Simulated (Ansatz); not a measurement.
Input file:

```
crystal:
  periodic: [false, false, false]
  atoms:
    - { symbol: Si, position_ang: [0.0, 0.0, 0.0] }
    - { symbol: "N", position_ang: [1.1383, 0.0, 1.6687] }
    - { symbol: C, position_ang: [-0.0779, -0.3762, 2.4037] }
    - { symbol: H, position_ang: [-0.7259, -0.9999, 1.7532] }
    - { symbol: H, position_ang: [0.2005, -0.9533, 3.3101] }
    - { symbol: H, position_ang: [-0.6279, 0.5401, 2.7036] }
    - { symbol: C, position_ang: [2.3545, 0.3762, 2.4037] }
    - { symbol: H, position_ang: [2.6024, -0.4163, 3.1402] }
    - { symbol: H, position_ang: [3.1968, 0.4943, 1.6905] }
    - { symbol: H, position_ang: [2.184, 1.3351, 2.9361] }
    - { symbol: H, position_ang: [1.6341, 0.0, 0.2923] }
    - { symbol: H, position_ang: [-0.6877, 1.1914, -0.4862] }
    - { symbol: "N", position_ang: [-0.8572, -1.4851, -0.6061] }
    - { symbol: C, position_ang: [-1.5991, -2.3398, 0.332] }
    - { symbol: H, position_ang: [-1.2218, -2.1735, 1.3626] }
    - { symbol: H, position_ang: [-2.6791, -2.0872, 0.2887] }
    - { symbol: H, position_ang: [-1.4574, -3.4051, 0.0541] }
    - { symbol: C, position_ang: [-0.8082, -1.8308, -2.034] }
    - { symbol: H, position_ang: [-1.6103, -1.2865, -2.5747] }
    - { symbol: H, position_ang: [0.1794, -1.5432, -2.4511] }
    - { symbol: H, position_ang: [-0.9565, -2.9241, -2.1559] }
basis:
  gaussian: { orbitals: "6-31G*" }
hamiltonian:
  xc: pbe
relax:
  f_tol: 0.15
  max_steps: 25
  restrain:
    - { distance: [1, 10], at: 1.06, k: 30.0 }
    - { distance: [0, 1], at: 3.02, k: 30.0 }
    - { distance: [0, 10], at: 2.66, k: 30.0 }
output:
  orbitals: {}
```

Command:

```sh
ansatz run input.yaml --threads 4 --pin off --max-ram 5120MiB --backend cpu --events-out ev --progress --plain --runs-dir out
```

The fields are those of the run's last geometry, not of the input's.

Not at a stationary point (largest force 0.9 eV/Å).

These are results of RKS PBE/6-31G* in Ansatz, not measurements.

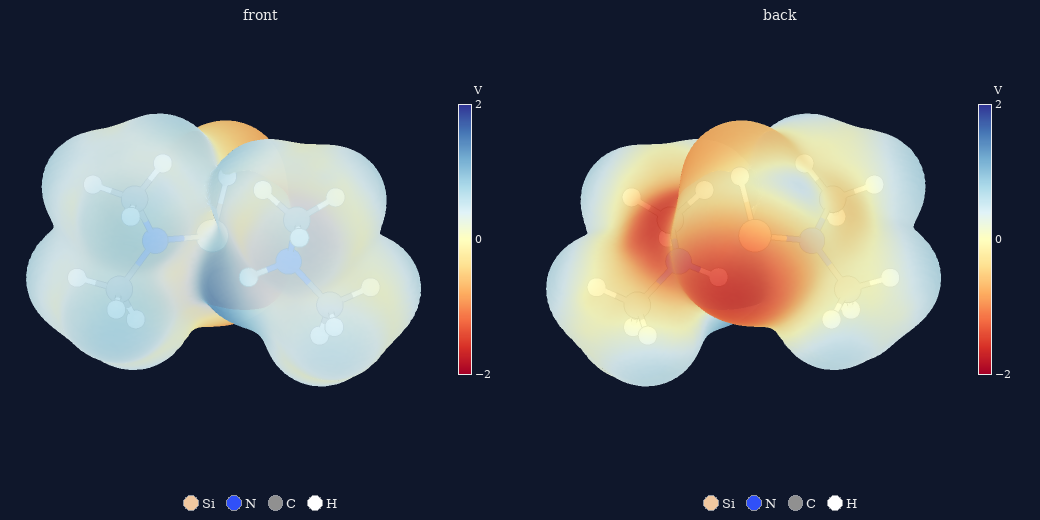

C2H7NSi···C2H7N. The electrostatic potential painted on the density surface at 0.002 e/bohr³, seen from the front and from behind; red is negative and blue positive.

Describe the electrostatic potential map.

The most negative region (about −1.5 V) lies over Si1 and N2, the most positive (about +1.2 V) over H11.
